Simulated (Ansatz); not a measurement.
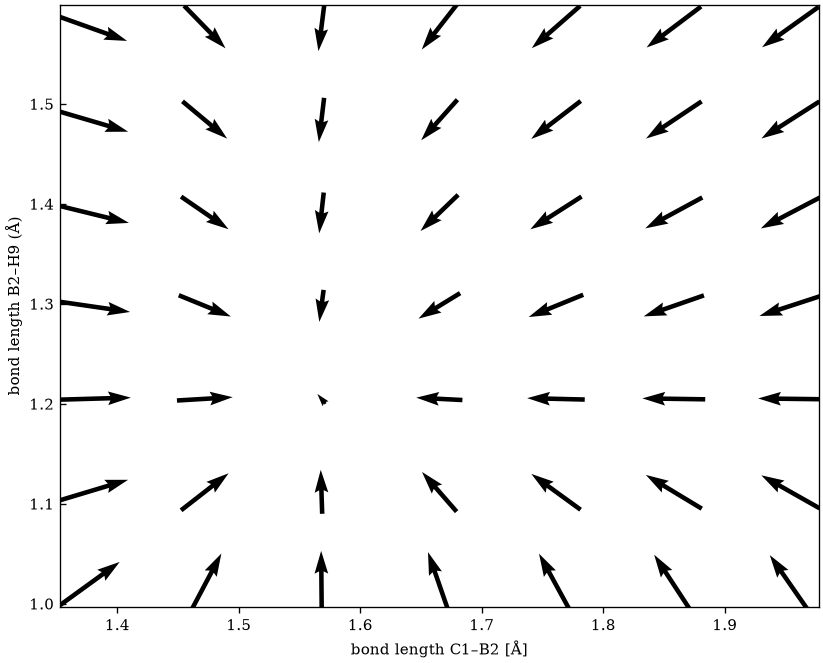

CH₄B₂BrF, SMILES CBB(F)Br. Coordinates scanned: (1) bond length C1–B2; (2) bond length B2–H9. Nothing is relaxed (all other coordinates rigid). The scan uses a 7 × 7 grid. Points are written as (first, second). All numbers below come from RKS B3LYP-D4/def2-SVP (Ansatz).

Drawn: arrows along the force (downhill), their lengths compressed.

**The arrows alone are given. Where is the energy lowest?**

The arrows converge at about (1.563 Å, 1.213 Å) (read from the interpolated surface).

The energy map of the same scan:

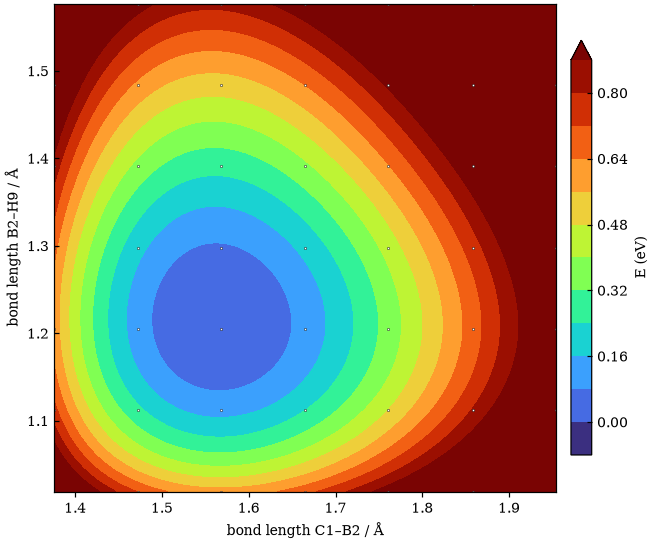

Energies are in eV, from the relaxed molecule at the same level; between grid points the surface is interpolated.
